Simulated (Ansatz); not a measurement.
# C2H7BSSi: inputs that go wrong

Aim: try 3 inputs for C2H7BSSi as typed, read how each ends, and find what has to change.

Method: the settings change from run to run; program: Ansatz 0.2.0, Gaussian basis.

## (1) The relaxed structure

The structure was relaxed beforehand with PBE0-D4 in a triple-zeta def2 set.

SMILES `[SiH3]CBC=S`, 12 atoms, charge 0, spin multiplicity 1.

Atoms are counted from 1 here; the program's logs count them from 0.

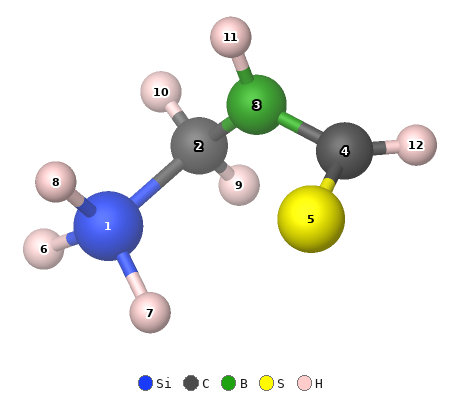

The structure; silicon blue, carbon dark grey, boron green, sulfur yellow, hydrogen pink; atoms are numbered from 1 in the order of the file.

Geometry (Å):

```xyz
12
C2H7BSSi
Si   -1.0696    0.8093    1.0320
C     0.6237    0.0169    0.7627
B     0.5732   -0.9853   -0.4190
C     0.8696   -0.5657   -1.8697
S    -0.5607   -0.1314   -2.4936
H    -1.0493    1.5465    2.3262
H    -1.3794    1.7748   -0.0514
H    -2.1326   -0.2256    1.0924
H     1.3337    0.8389    0.6295
H     0.8415   -0.5024    1.7014
H     0.2280   -2.1194   -0.2384
H     1.7987   -0.5117   -2.4381
```

## (2) Try 1

The input, in.yaml:

```yaml
crystal:
  periodic: [false, false, false]
  atoms:
    - {symbol: Si, position_ang: [-1.069621, 0.809329, 1.031967]}
    - {symbol: C, position_ang: [0.623720, 0.016923, 0.762678]}
    - {symbol: B, position_ang: [0.573231, -0.985309, -0.419048]}
    - {symbol: Xx, position_ang: [0.869616, -0.565731, -1.869683]}
    - {symbol: S, position_ang: [-0.560677, -0.131365, -2.493559]}
    - {symbol: H, position_ang: [-1.049315, 1.546482, 2.326177]}
    - {symbol: H, position_ang: [-1.379396, 1.774777, -0.051351]}
    - {symbol: H, position_ang: [-2.132592, -0.225618, 1.092418]}
    - {symbol: H, position_ang: [1.333680, 0.838862, 0.629467]}
    - {symbol: H, position_ang: [0.841535, -0.502359, 1.701434]}
    - {symbol: H, position_ang: [0.228042, -2.119378, -0.238438]}
    - {symbol: H, position_ang: [1.798678, -0.511711, -2.438062]}
basis:
  gaussian: {orbitals: "6-31G*"}
total_charge: 1
magnetization: {spin_polarized: true, initial_magnetization: 1}
hamiltonian: {xc: {name: HSE06}, dispersion: d3bj}
output: {forces: true}
```

Command:

```
> ansatz run in.yaml --threads 4 --pin off --events-out ev --progress --plain --max-ram 10444MiB
```

The program printed:

```text
Error: YAML parse error: error: line 7 column 16: `Xx` is not an element symbol (H … Og, case-exact)
 --> <input>:7:16
  |
5 |     - {symbol: C, position_ang: [0.623720, 0.016923, 0.762678]}
6 |     - {symbol: B, position_ang: [0.573231, -0.985309, -0.419048]}
7 |     - {symbol: Xx, position_ang: [0.869616, -0.565731, -1.869683]}
  |                ^ `Xx` is not an element symbol (H … Og, case-exact)
8 |     - {symbol: S, position_ang: [-0.560677, -0.131365, -2.493559]}
9 |     - {symbol: H, position_ang: [-1.049315, 1.546482, 2.326177]}
  |
```

It took 0.05 s on 4 threads of Intel Xeon 6975P-C, shared host.

Diagnosis: Refused before any calculation. An element symbol is wrong. It also asks for charge 1 and multiplicity 2, another species or state than the molecule above. Cure: correct the symbol, and set charge and spin to those of the species named.

## (3) Try 2

The input, in.yaml:

```yaml
crystal:
  periodic: [false, false, false]
  atoms:
    - {symbol: Si, position_ang: [-1.069621, 0.809329, 1.031967]}
    - {symbol: C, position_ang: [0.623720, 0.016923, 0.762678]}
    - {symbol: B, position_ang: [0.573231, -0.985309, -0.419048]}
    - {symbol: C, position_ang: [0.869616, -0.565731, -1.869683]}
    - {symbol: S, position_ang: [-0.560677, -0.131365, -2.493559]}
    - {symbol: H, position_ang: [-1.049315, 1.546482, 2.326177]}
    - {symbol: H, position_ang: [-1.379396, 1.774777, -0.051351]}
    - {symbol: H, position_ang: [-2.132592, -0.225618, 1.092418]}
    - {symbol: H, position_ang: [1.333680, 0.838862, 0.629467]}
    - {symbol: H, position_ang: [0.841535, -0.502359, 1.701434]}
    - {symbol: H, position_ang: [0.228042, -2.119378, -0.238438]}
    - {symbol: H, position_ang: [1.798678, -0.511711, -2.438062]}
basis:
  gaussian: {orbitals: x2c-TZVPPall}
magnetization: {spin_polarized: true, initial_magnetization: 1}
hamiltonian: {xc: {name: BLYP}, dispersion: d3bjatm}
accuracy: high
output: {forces: true}
```

Launched as before.

The program printed:

```text
Error: a molecule whose nuclei and cores have a total charge of 54 cannot have a net charge of 0 together with 1 unpaired electrons
```

Wall time 0.05 s (4 threads of Intel Xeon 6975P-C, shared host).

**Diagnosis.** The program refused the input. The number of unpaired electrons doesn't fit the electron count. Cure: make charge and initial_magnetization agree: an even electron count takes an even number of unpaired electrons.

## (4) Try 3

The input, in.yaml:

```yaml
crystal:
  periodic: [false, false, false]
  atoms:
    - {symbol: Si, position_ang: [-0.641772, 0.485597, 0.619180]}
    - {symbol: C, position_ang: [0.374232, 0.010154, 0.457607]}
    - {symbol: B, position_ang: [0.401262, -0.689716, -0.251429]}
    - {symbol: C, position_ang: [0.521769, -0.396012, -1.308778]}
    - {symbol: S, position_ang: [-0.392474, -0.078819, -1.496135]}
    - {symbol: H, position_ang: [-0.629589, 0.927889, 1.628324]}
    - {symbol: H, position_ang: [-0.827638, 1.242344, -0.035946]}
    - {symbol: H, position_ang: [-1.279555, -0.135371, 0.655451]}
    - {symbol: H, position_ang: [0.800208, 0.587203, 0.377680]}
    - {symbol: H, position_ang: [0.504921, -0.351651, 1.020860]}
    - {symbol: H, position_ang: [0.136825, -1.271627, -0.143063]}
    - {symbol: H, position_ang: [1.079207, -0.358198, -1.462837]}
basis:
  gaussian: {orbitals: def2-TZVPP, final_grid: {core_spheres: 8, valence_spheres: 7, degree: 23}}
hamiltonian: {xc: {name: HF}}
correlation: {method: mp2}
```

The command is unchanged.

The program printed:

```text
Functional definition: HF
  name "HF"
  cite "Fock, Z. Phys. 61, 126 (1930) doi:10.1007/BF01340294"
  parent pbe
  exchange = exact_x
  correlation = 0
1524 factors; integrals over basis functions are off by at most 1.2e-3 eV
mean field evaluation 1: about -21371.6953 eV, gradient 1.3e2 eV
mean field evaluation 2: about -21372.1063 eV, gradient 1.3e2 eV
mean field evaluation 4: about -21399.4223 eV, gradient 9.0e0 eV
mean field evaluation 8: about -21399.8138 eV, gradient 1.2e0 eV
mean field evaluation 16: about -21399.8313 eV, gradient 2.1e-6 eV
mean field -21399.83130427 eV, -786.4292951054 hartree, gradient 2.3e-6 eV, S^2 0.000000; 2 other end points of the search recorded, 0 dependent functions left out
13 core orbitals not correlated: weight in the atoms' cores, before any rotation towards them, 0.999 or more for the frozen orbitals, at most 0.000 for the correlated occupied ones
reference -21399.83130427 eV, -786.4292951054 hartree; 14, 14 occupied and 248, 248 virtual orbitals, 1524 factors
second order -21.87462802 eV of doubles, -0.00000000 eV of singles
Total energy: -21421.70593229 eV, -787.2331728579 hartree
```

Run time: 4.1 s. Hardware: 4 threads of Intel Xeon 6975P-C, shared host; peak memory 0.86 GiB.

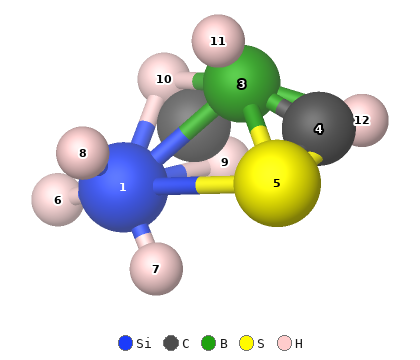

The geometry of this input.

**Diagnosis.** The run converged, but a converged run isn't a right one. The geometry is squeezed well below its size. The shortest distance is 0.58 Å (C4–H12), against 1.09 Å in the relaxed molecule. Its energy is no property of the relaxed molecule. To mend it, use the relaxed coordinates.

## (5) Summary

```
try              level      ended                                                            cause    time
  1       HSE06/6-31G*    refused                                       an element symbol is wrong  0.05 s
  2  BLYP/x2c-TZVPPall    refused  the number of unpaired electrons doesn't fit the electron count  0.05 s
  3     MP2/def2-TZVPP  converged                     the geometry is squeezed well below its size   4.1 s
```

In words: 2 refused, 1 converged. A refusal costs next to no computing time. The dangerous case is the input that converges on a wrong geometry, charge, spin, basis or grid: often only a look at the input shows it.
